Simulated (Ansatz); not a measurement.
C₂H₁₀N₂SSi: several calculations on one system

### Relaxation

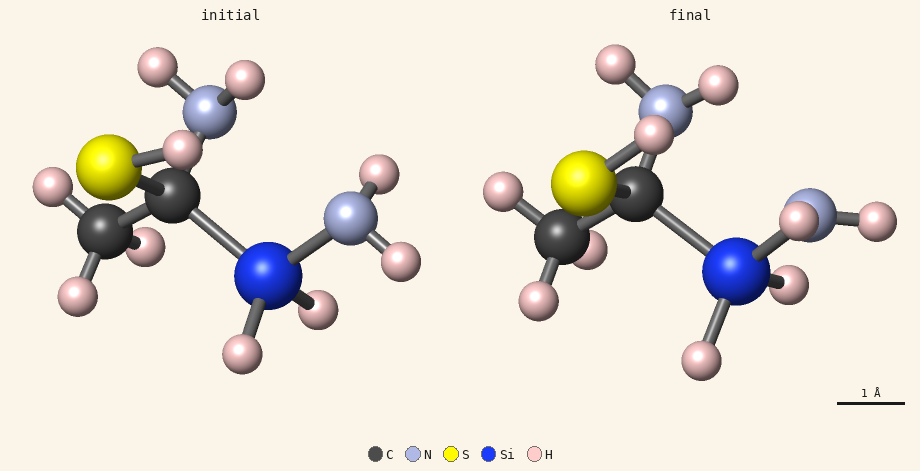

The structure of C₂H₁₀N₂SSi before (left) and after (right) a relaxation, at one scale.

The picture is a ball-and-stick view, seen at a tilt.

The run prepares an end point of a later path (torsion) calculation, from a guessed geometry.

Computed with RKS PBE/def2-SVP in Ansatz.

Input file:
```yaml
crystal:
  periodic: [false, false, false]
  atoms:
    - { symbol: C, position_ang: [-0.3353, -1.9183, -0.6536] }
    - { symbol: C, position_ang: [0.2587, -0.5993, -0.1189] }
    - { symbol: "N", position_ang: [0.4972, -0.7527, 1.3071] }
    - { symbol: S, position_ang: [1.9559, -0.3303, -0.9394] }
    - { symbol: Si, position_ang: [-0.7943, 0.9806, -0.431] }
    - { symbol: "N", position_ang: [-0.1849, 2.3057, 0.5245] }
    - { symbol: H, position_ang: [0.2734, -2.7535, -0.4937] }
    - { symbol: H, position_ang: [-0.5407, -1.787, -1.7495] }
    - { symbol: H, position_ang: [-1.3437, -2.0529, -0.1367] }
    - { symbol: H, position_ang: [1.0874, 0.0501, 1.646] }
    - { symbol: H, position_ang: [1.1422, -1.555, 1.4536] }
    - { symbol: H, position_ang: [2.1305, 0.8992, -0.4339] }
    - { symbol: H, position_ang: [-0.8386, 1.4611, -1.8404] }
    - { symbol: H, position_ang: [-2.2177, 0.8246, 0.0652] }
    - { symbol: H, position_ang: [-0.3756, 2.0558, 1.5066] }
    - { symbol: H, position_ang: [-0.7373, 3.1491, 0.3384] }
basis:
  gaussian: { orbitals: def2-SVP }
hamiltonian:
  xc: pbe
relax:
  f_tol: 0.015
  max_steps: 40
```

Command:
```bash
ansatz run input.yaml --threads 2 --pin off --max-ram 3072MiB --backend cpu --events-out ev --progress --plain --runs-dir out
```

> What changed between the two?

Over 17 accepted moves (19 points after the start) the energy falls by 0.508 eV. Largest force component: 2.9 eV/Å at the start, 0.011 eV/Å at the end. The line search rejected the trial steps at points 13, 15 of the run. The largest move after the best rigid fit is that of H16, 1.30 Å. By element the largest moves are H 1.30 Å, S 0.35 Å, Si 0.28 Å, C 0.16 Å, N 0.14 Å. Near-neighbour distances that change, for instance: C1–H7 1.046 → 1.112 Å, C2–S4 1.904 → 1.945 Å, C1–H9 1.141 → 1.109 Å, C2–N3 1.454 → 1.428 Å. Among the angles between lasting bonds that change: Si5–N6–H15 105.8° → 116.6°, N6–Si5–H13 106.5° → 116.2°, Si5–N6–H16 109.7° → 117.9°. Groups turn about Si5–N6 by about 80°.

### Relaxation

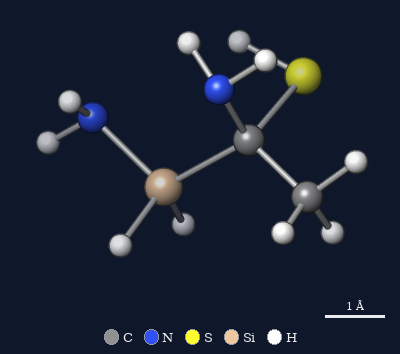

This is the input geometry for a relaxation of C$_{2}$H$_{10}$N$_{2}$SSi. The picture is a ball-and-stick view, seen at a tilt.

The run prepares an end point of a later path (torsion) calculation, from a guessed geometry.

Theory: RKS PBE/def2-SVP in Ansatz 0.2.0.

The input:
```yaml
crystal:
  periodic: [false, false, false]
  atoms:
    - { symbol: C, position_ang: [-0.3353, -1.9183, -0.6536] }
    - { symbol: C, position_ang: [0.2587, -0.5993, -0.1189] }
    - { symbol: "N", position_ang: [1.50461, -0.34285, -0.82306] }
    - { symbol: S, position_ang: [-0.93217, 0.81827, -0.56433] }
    - { symbol: Si, position_ang: [0.56348, -0.52699, 1.77957] }
    - { symbol: "N", position_ang: [1.55035, 0.85469, 2.17617] }
    - { symbol: H, position_ang: [0.2734, -2.7535, -0.4937] }
    - { symbol: H, position_ang: [-0.5407, -1.787, -1.7495] }
    - { symbol: H, position_ang: [-1.3437, -2.0529, -0.1367] }
    - { symbol: H, position_ang: [1.81535, 0.64309, -0.62548] }
    - { symbol: H, position_ang: [1.30795, -0.29331, -1.84288] }
    - { symbol: H, position_ang: [-0.26662, 1.74742, 0.13667] }
    - { symbol: H, position_ang: [-0.65729, -0.43199, 2.62807] }
    - { symbol: H, position_ang: [1.39512, -1.69565, 2.26867] }
    - { symbol: H, position_ang: [2.47895, 0.6632, 1.77074] }
    - { symbol: H, position_ang: [1.69201, 0.89885, 3.1906] }
basis:
  gaussian: { orbitals: def2-SVP }
hamiltonian:
  xc: pbe
relax:
  f_tol: 0.015
  max_steps: 40
output:
  orbitals: {}
```

Run as
```bash
ansatz run input.yaml --threads 2 --pin off --max-ram 3072MiB --backend cpu --events-out ev --progress --plain --runs-dir out
```

**Predict the outcome.**

The atom that moves furthest after the best rigid fit is H16 (1.29 Å). By element the largest moves are H 1.29 Å, S 0.35 Å, Si 0.28 Å, C 0.20 Å, N 0.14 Å. Among the contacts that change: C1–H7 1.046 → 1.109 Å, C2–S4 1.904 → 1.943 Å, C1–H9 1.141 → 1.109 Å, C2–N3 1.454 → 1.428 Å. Bond angles that change, for instance: Si5–N6–H15 105.8° → 116.5°, N6–Si5–H13 106.5° → 116.2°, Si5–N6–H16 109.7° → 117.7°. Groups turn about Si5–N6 by about 80°. The energy falls by 0.509 eV in 17 accepted moves (19 points after the start). The largest force component goes from 2.8 to 0.0077 eV/Å. The line search rejected the trial steps at points 7, 10 of the run.

Final geometry:

```xyz
16

C    -0.4997   -1.8142   -0.6099
C     0.3176   -0.6121   -0.1391
N     1.5028   -0.4479   -0.9187
S    -0.9174    0.8865   -0.2163
Si    0.7753   -0.6951    1.7186
N     1.5843    0.8144    2.1180
H     0.1158   -2.7342   -0.5377
H    -0.8083   -1.6917   -1.6711
H    -1.4185   -1.9494   -0.0045
H     2.0833    0.3205   -0.5581
H     1.2925   -0.2585   -1.9087
H     0.0456    1.8134    0.0523
H    -0.4793   -1.0039    2.4961
H     1.7990   -1.7719    1.9830
H     2.3729    0.7520    2.7680
H     0.9982    1.6156    2.3707
```

After the run, drawn alike:

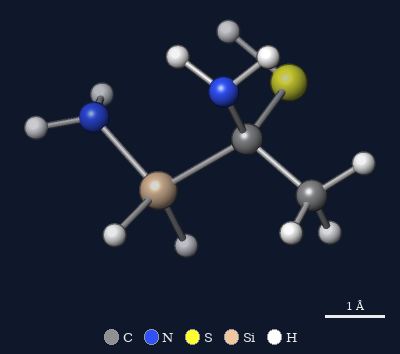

### Path

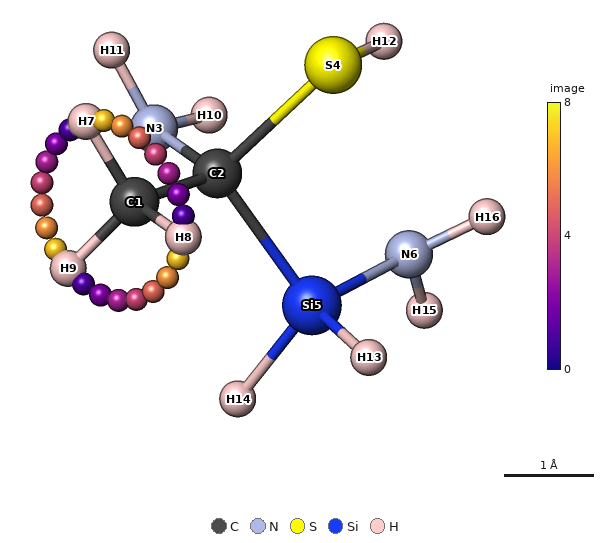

A nudged-elastic-band calculation for C₂H₁₀N₂SSi. Images are numbered from 0 (start) to 8 (end). The start is drawn whole; smaller spheres mark the moving atoms (H) in the later images, joined by lines and coloured by the number of the image. Style: ball-and-stick. Shown from a free direction.

Level of theory: RKS PBE/def2-SVP in Ansatz. Settings: 7 movable images; climbing image; force threshold 0.03 eV/Å; iteration limit 60; starting path by image-dependent pair potential.

**What moves, how far, and at what cost in energy?**

The motion is a rotation about the C1–C2 bond by about 120°. No bond forms or breaks between the ends. Among the angles between lasting bonds that change up to the highest image: C2–C1–H9 109.7° → 112.3°. The two ends have the same energy, and the highest point, image 4, lies 0.160 eV above the start. The band converged in 6 iterations. The largest component of the band force went from 0.88 to 0.027 eV/Å. The climbing image converged on the top of the path. Its vibrational analysis gives one imaginary mode (252i cm⁻¹), as a transition state must have.

The run took 2.3 min on 2 threads of AMD EPYC 7B13 (Zen 3) (shared host), peak memory 0.22 GiB.
